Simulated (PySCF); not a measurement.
Spin–spin coupling calculation of C₅H₄F₂O

System: C₅H₄F₂O.
Method: OPBE/cc-pVDZ indirect spin-spin coupling, non-relativistic, gas phase (PySCF 2.14.0).

Some settings of this run were made unusual or wrong on purpose. The geometry comes from this level: GFN2-xTB.

Figures and captions count atoms from 1; the log counts them from 0 in places.

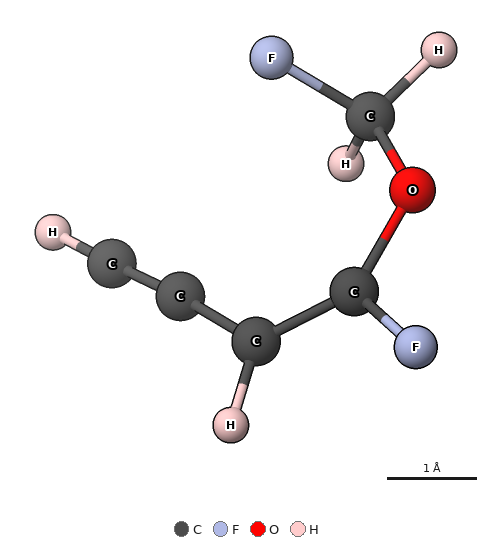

The structure as given in the input (ball-and-stick view, seen at a tilt). Bond lengths as drawn: C–C 1.20 to 1.41 Å, C–F 1.34 to 1.37 Å, C–H 1.05 to 1.10 Å and C–O 1.36 to 1.38 Å.

Input
```
{"job": {"kind": "j", "xc": "OPBE", "basis": "cc-pVDZ", "scf": {"guess": "random", "max_cycle": 67}}, "charge": 0, "multiplicity": 1}
C     -1.722768    -1.405106    -0.843098
C     -1.388103    -0.370520    -0.332935
C     -1.083577     0.865848     0.265652
C      0.120662     1.316974     0.610366
F      0.227042     2.529985     1.169581
O      1.368699     0.787254     0.541131
C      1.552798    -0.479081     0.037742
F      1.392115    -0.496329    -1.319092
H     -1.985933    -2.311721    -1.299147
H     -1.921043     1.523810     0.450971
H      2.595091    -0.748931     0.243559
H      0.846216    -1.212870     0.449244
```

The first line tells a small driver script what to run in PySCF; the rest is the geometry in Å.

Hardware: 1 CPU thread, shared host.

Launch command:
```bash
OMP_NUM_THREADS=1 python <driver script> task.json out
```

What the program printed
```
start from random orthonormal orbitals
final grid: 111944 points
cycle   1  E = -419.1174075770  dE = -2.717e+02  |g| = 9.826e+00  |ddm| = 2.521e+03
cycle   2  E = -242.6691231521  dE =  1.764e+02  |g| = 1.429e+01  |ddm| = 9.356e+01
cycle   3  E = -445.5853320536  dE = -2.029e+02  |g| = 5.093e+00  |ddm| = 9.476e+01
cycle   4  E = -342.2687250926  dE =  1.033e+02  |g| = 1.562e+01  |ddm| = 5.608e+01
cycle   5  E = -387.9243722995  dE = -4.566e+01  |g| = 1.235e+01  |ddm| = 1.241e+01
cycle   6  E = -403.5099722185  dE = -1.559e+01  |g| = 1.096e+01  |ddm| = 1.595e+01
cycle   7  E = -409.6704174627  dE = -6.160e+00  |g| = 1.094e+01  |ddm| = 7.081e+00
cycle   8  E = -411.1270707625  dE = -1.457e+00  |g| = 1.104e+01  |ddm| = 2.093e+00
cycle   9  E = -411.1343742051  dE = -7.303e-03  |g| = 1.104e+01  |ddm| = 1.550e-02
cycle  10  E = -453.1962934276  dE = -4.206e+01  |g| = 6.532e+00  |ddm| = 2.832e+01
cycle  11  E = -448.4966371129  dE =  4.700e+00  |g| = 6.523e+00  |ddm| = 1.745e+01
cycle  12  E = -440.3713810430  dE =  8.125e+00  |g| = 6.500e+00  |ddm| = 6.888e+01
cycle  13  E = -466.7402504734  dE = -2.637e+01  |g| = 1.750e+00  |ddm| = 6.937e+01
cycle  14  E = -466.6348097053  dE =  1.054e-01  |g| = 2.054e+00  |ddm| = 5.153e+00
cycle  15  E = -467.4548205975  dE = -8.200e-01  |g| = 5.865e-01  |ddm| = 3.057e+00
cycle  16  E = -467.4985458836  dE = -4.373e-02  |g| = 3.743e-01  |ddm| = 1.092e+00
cycle  17  E = -467.5319253529  dE = -3.338e-02  |g| = 1.650e-01  |ddm| = 7.092e-01
cycle  18  E = -467.5384135834  dE = -6.488e-03  |g| = 5.108e-02  |ddm| = 2.900e-01
cycle  19  E = -467.5389672926  dE = -5.537e-04  |g| = 9.041e-03  |ddm| = 7.825e-02
cycle  20  E = -467.5389856333  dE = -1.834e-05  |g| = 3.420e-03  |ddm| = 1.784e-02
cycle  21  E = -467.5389877410  dE = -2.108e-06  |g| = 1.169e-03  |ddm| = 5.734e-03
cycle  22  E = -467.5389879849  dE = -2.438e-07  |g| = 2.873e-04  |ddm| = 1.866e-03
cycle  23  E = -467.5389879998  dE = -1.498e-08  |g| = 1.443e-04  |ddm| = 6.377e-04
cycle  24  E = -467.5389880038  dE = -3.952e-09  |g| = 2.587e-05  |ddm| = 2.377e-04
cycle  25  E = -467.5389880039  dE = -1.580e-10  |g| = 7.777e-06  |ddm| = 5.348e-05
converged SCF energy = -467.5389880039

Indirect spin-spin couplings (Hz)
  i      j    bonds     total        FC       PSO       DSO        SD
  0 C    1 C    1    132.320   128.483     3.696     0.141         -
  0 C    2 C    2      2.058     2.476    -0.296    -0.122         -
  0 C    3 C    3      5.777     6.805    -0.974    -0.054         -
  0 C    4 F    4     12.323     4.955     2.851    -0.305     4.823
  0 C    6 C    5      0.349     0.312     0.030     0.007         -
  0 C    7 F    6      4.985     3.542     0.618     0.080     0.746
  0 C    8 H    1    204.597   205.363    -1.347     0.580         -
  0 C    9 H    3      5.024     4.927     0.512    -0.415         -
  0 C   11 H    6      0.182     0.293    -0.399     0.289         -
  1 C    2 C    1    101.564   103.582    -2.300     0.282         -
  1 C    3 C    2     -0.270    -0.455     0.142     0.043         -
  1 C    4 F    3      8.872    10.161    -0.237    -0.283    -0.770
  1 C    5 O    3      0.650     0.644     0.012    -0.006         -
  1 C    6 C    4      0.161     0.128    -0.045     0.077         -
  1 C    7 F    5     -0.943    -0.318    -0.550     0.236    -0.312
  1 C    8 H    2     22.444    19.619     3.963    -1.138         -
  1 C    9 H    2     -6.646    -6.296    -0.198    -0.152         -
  2 C    3 C    1    119.871   125.550    -6.033     0.355         -
  2 C    4 F    2     36.829    42.164   -12.256    -0.118     7.039
  2 C    5 O    2      1.774    -0.220     1.976     0.018         -
  2 C    6 C    3      1.232     1.273    -0.061     0.019         -
  2 C    7 F    4      1.772     1.961    -0.168     0.035    -0.056
  2 C    8 H    3      4.804     4.974     0.282    -0.452         -
  2 C    9 H    1    156.243   154.622     0.521     1.099         -
  2 C   10 H    4     -0.367    -0.176     0.219    -0.410         -
  3 C    4 F    1   -241.520  -220.061   -21.193     1.155    -1.421
  3 C    5 O    1     10.422     6.716     3.911    -0.205         -
  3 C    6 C    2     -1.941    -1.787    -0.171     0.017         -
  3 C    7 F    3     -4.747    -4.061    -0.384     0.054    -0.356
  3 C    8 H    4     -3.299    -2.863    -0.186    -0.250         -
  3 C    9 H    2     -4.228    -3.123    -1.022    -0.084         -
  3 C   10 H    3     10.840    11.017     0.328    -0.506         -
  3 C   11 H    3      2.577     2.562    -0.186     0.200         -
  4 F    5 O    2    -30.704   -42.967    11.698    -0.031     0.596
  4 F    6 C    3      7.030     6.213     0.113    -0.404     1.107
  4 F    7 F    4     -7.668     0.848    -7.217    -1.044    -0.255
  4 F    8 H    5     -1.614    -1.297     0.839    -1.064    -0.092
  4 F    9 H    3     -1.331     1.696    -2.183     0.169    -1.012
  4 F   10 H    4      0.158     0.437     1.056    -1.434     0.100
  4 F   11 H    4     -0.308     0.456     0.506    -1.311     0.040
  5 O    6 C    1     16.485    14.818     1.846    -0.178         -
  5 O    7 F    2    -28.699   -12.711    -9.635     0.003    -6.356
  5 O    8 H    5      0.361     0.202     0.025     0.134         -
  5 O    9 H    3      0.314    -0.347     0.388     0.273         -
  5 O   10 H    2    -16.635   -16.715     0.083    -0.003         -
  5 O   11 H    2     -0.361    -0.541     0.120     0.060         -
  6 C    7 F    1   -257.506  -268.288    -1.321     0.992    11.110
  6 C    8 H    6     -0.205    -0.166     0.068    -0.107         -
  6 C   10 H    1    150.778   150.199    -0.663     1.242         -
  6 C   11 H    1    161.309   160.681    -0.698     1.326         -
  7 F    8 H    7     -1.901    -1.857     0.045    -0.182     0.094
  7 F    9 H    5     -1.857    -1.348     0.756    -1.116    -0.148
  7 F   10 H    2     40.202    41.367     3.385    -0.930    -3.621
  7 F   11 H    2     50.822    52.190     2.978    -0.640    -3.706
  8 H    9 H    4     -3.504    -3.028     1.048    -1.524         -
  8 H   10 H    7     -0.355    -0.042     0.611    -0.924         -
  9 H   10 H    5     -0.581     0.023     1.203    -1.807         -
  9 H   11 H    5     -0.623    -0.234     0.778    -1.166         -
 10 H   11 H    2     -3.557    -3.199     1.600    -1.957         -
```

What the run reported

```tsv
quantity	value
outcome	converged
total energy	−467.538988 hartree
HOMO	−5.52 eV
LUMO	−1.19 eV
dipole moment	1.58 D
wall time	29 s
peak memory	0.5 GiB
```

Diagnosis

Some settings of this run were drawn to be unusual or wrong. It converged; results that depend on the unusual settings are not reference values.
